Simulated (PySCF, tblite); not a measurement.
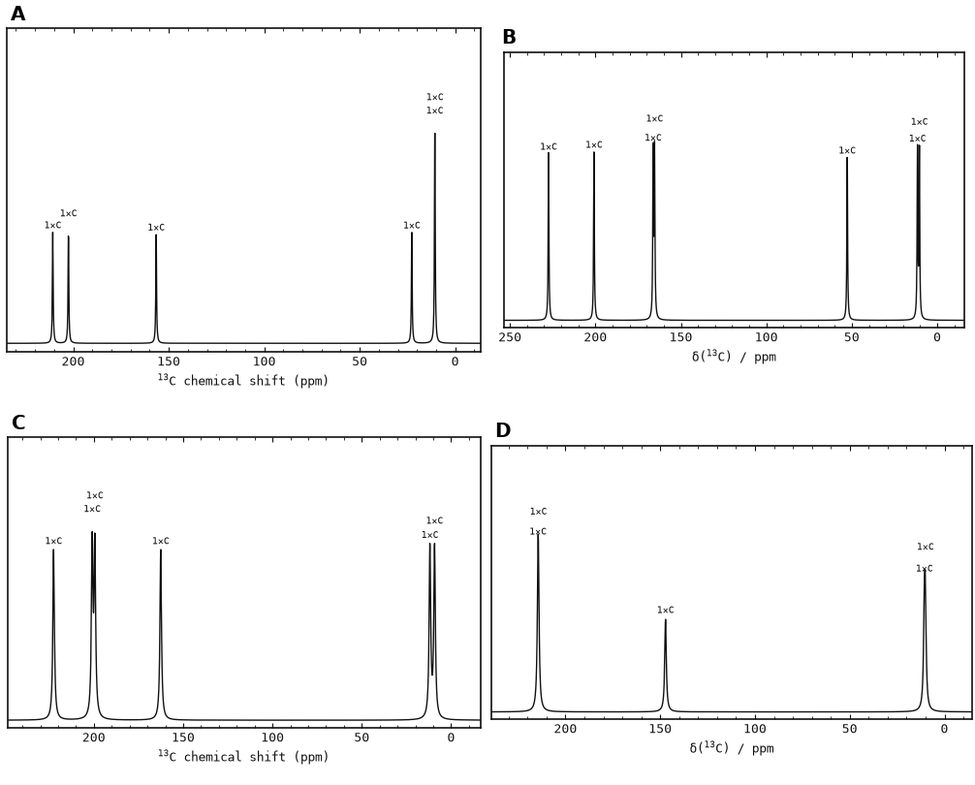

GIAO shifts, PBE0/pcSseg-1, PySCF, at a GFN2-xTB geometry (a minimum by its frequencies), against TMS for ¹³C computed at the same level. Gas phase, fully decoupled, line heights follow the number of nuclei, widths are arbitrary (no quadrupolar broadening); values of one conformer, averaged over methyl-type rotors and exact or near symmetry; other conformers aren't averaged in.

### Assign the panels.
1. C₆H₈O₂Si, SMILES CC[Si@H]1C(=O)C=C1C=O
2. C₆H₁₀OSSi, SMILES CC[Si@H]1C(=O)C=C1SC
3. C₇H₁₁NOSi, SMILES CC[Si@H]1C(=O)C=C1/C=N/C
4. C₅H₁₀O₂Si₂, SMILES CC[Si@H]1C(=O)C=C1O[SiH3]

A: 2 (210.7 (1 C), 202.5 (1 C), 156.6 (1 C), 22.7 (1 C), 10.7 (1 C), 10.6 (1 C) ppm)
B: 3 (227.4 (1 C), 200.8 (1 C), 166.2 (1 C), 165.4 (1 C), 52.7 (1 C), 11.6 (1 C), 10.5 (1 C) ppm)
C: 1 (222.5 (1 C), 200.9 (1 C), 199.4 (1 C), 162.5 (1 C), 11.9 (1 C), 9.3 (1 C) ppm)
D: 4 (214.5 (1 C), 214.3 (1 C), 147.2 (1 C), 10.6 (1 C), 10.1 (1 C) ppm)

Caveats, for all or some of the runs: the tight-binding geometry is rougher than a DFT one and adds to the error.
